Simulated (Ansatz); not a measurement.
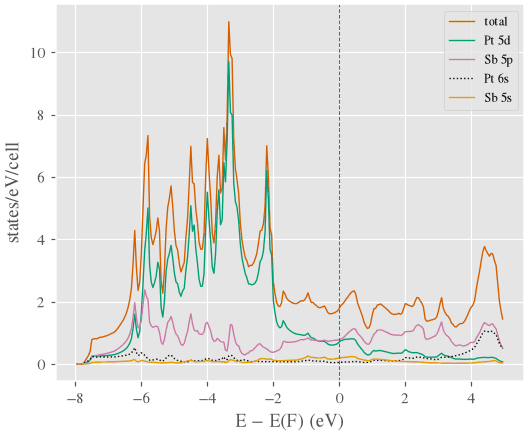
*Total and projected density of states of SbPt (NiAs type, space group No. 194), PBEsol (plane waves, PAW; program Ansatz)*

Problem. Which orbitals carry the states next to the Fermi level?

Solution. Within 0.5 eV of the Fermi level: Sb 5p 45 %, Pt 5d 37 %, Sb 5s 10 %. Projections are on Löwdin-orthogonalised atomic valence shells; empty p or d shells of many metals are not among them.

Problem. Where is the tallest occupied peak in this window, and what makes it?

Solution. Near -3.3 eV, about 11 states/eV per cell; the largest projected share is Pt 5d.

Space group P6_3/mmc (NiAs type). The workflow started from a Materials Project entry (that database holds measured and hypothetical structures alike); the Crystallography Open Database files this formula in space group No. 194, but the cells were not matched. Whether it is the stable phase at ambient conditions was not checked. Symmetry was held in the PBEsol relaxation; whether a distortion lowers the energy is not shown. No spin polarisation was allowed. Scalar-relativistic: spin–orbit coupling is off unless named, which matters more the heavier the elements.

Potentials: the later of the program's two PAW sets.
